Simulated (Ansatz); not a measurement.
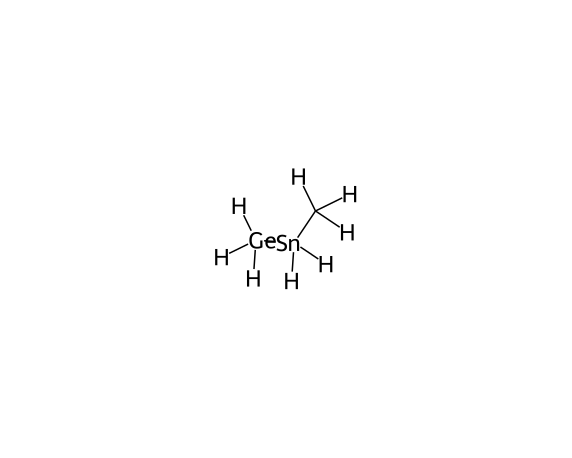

A structural formula.

Give its SMILES.

[CH3][SnH2][GeH3]

Give the formula, hydrogens included.

CH8GeSn.

An optimisation with PBE0-D4/def2-TZVP gave a structure of which point group?

Cs.

More results for the same structure follow; atom numbers are the same in all pictures, views and colours differ. Computed geometry: PBE0-D4/def2-TZVP optimisation.

### Shape

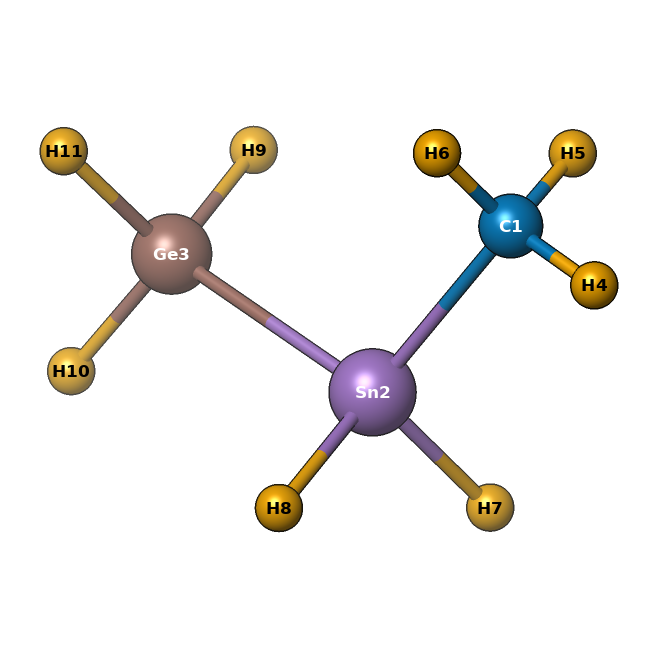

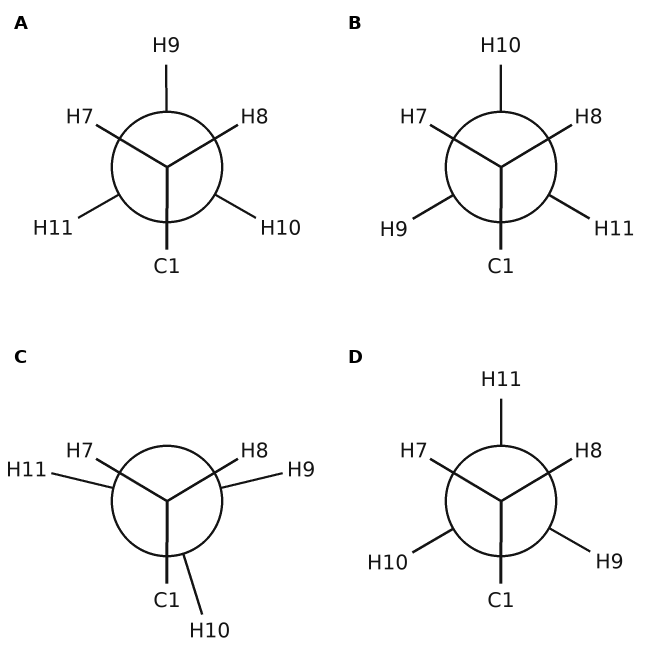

Depth is shown by fading: the farther an atom, the more it takes the colour of the background. Bonds that would overlap in a projection are set slightly apart.

Which Newman projection shows the view along Sn2–Ge3, with Sn2 in front?

B. The torsion angle C1–Sn2–Ge3–H9 is 60°, synclinal (gauche).

### Charges

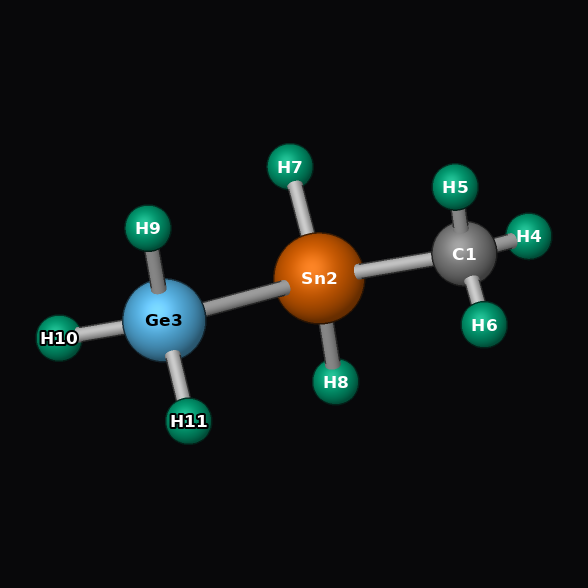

The questions are on Mulliken charges. Properties computed with RKS PBE-D4/def2-TZVPP, core potentials on Sn (Ansatz 0.2.0).

Which atom carries the highest charge (most positive or least negative)?

Sn2 (0.50 e).

And the lowest?

C1 (−0.56 e).

Give the Mulliken charges atom by atom.

| atom | value (e) |
| --- | --- |
| C1 | −0.56 |
| Sn2 | 0.50 |
| Ge3 | −0.04 |
| H4 | 0.13 |
| H5 | 0.13 |
| H6 | 0.13 |
| H7 | −0.12 |
| H8 | −0.12 |
| H9 | −0.01 |
| H10 | −0.01 |
| H11 | −0.01 |

### Vibrations

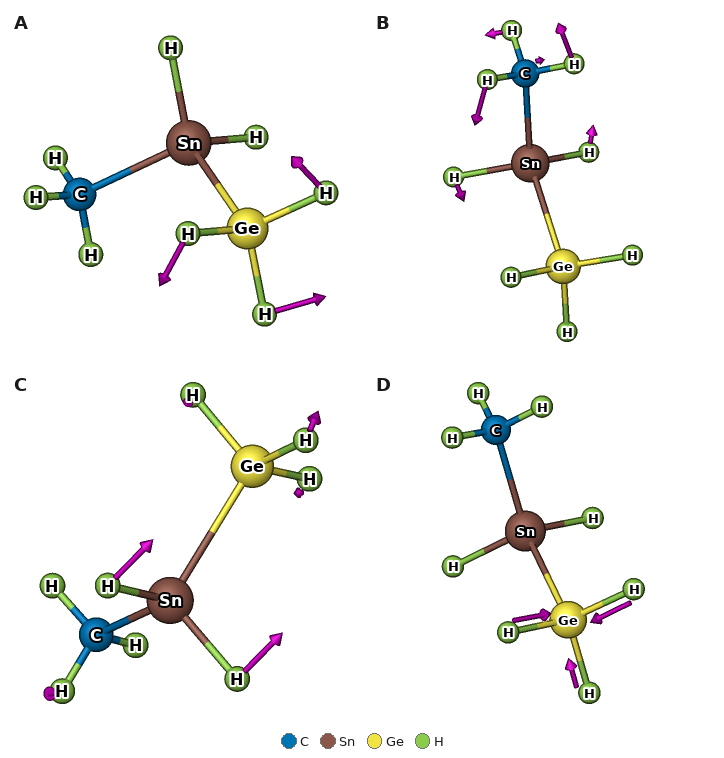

4 normal modes of one molecule or complex, as arrows. Harmonic vibrations computed with RKS PBE0-D4/def2-TZVP, core potentials on Sn (Ansatz 0.2.0) at a stationary point of the same level.

Match the panels to the wavenumbers 61 cm⁻¹, 575 cm⁻¹, 796 cm⁻¹, 2135 cm⁻¹.

A: 61 cm⁻¹, a torsion or out-of-plane motion in which bond lengths and bond angles hardly change
B: 796 cm⁻¹, H–C–Sn bending
C: 575 cm⁻¹, angle bending
D: 2135 cm⁻¹, in-phase stretching of 3 Ge–H bonds

### Electronic properties

Properties computed with RKS PBE-D4/def2-TZVPP, core potentials on Sn (Ansatz 0.2.0).

Computed properties:

- dipole moment: 0.84 D
- HOMO energy (Kohn–Sham orbital): −6.62 eV
- LUMO energy (Kohn–Sham orbital): −0.74 eV
- HOMO–LUMO gap: 5.88 eV
- dispersion correction: −20.3 kJ/mol

Mulliken values depend strongly on the basis set and can even reverse the polarity of a bond.
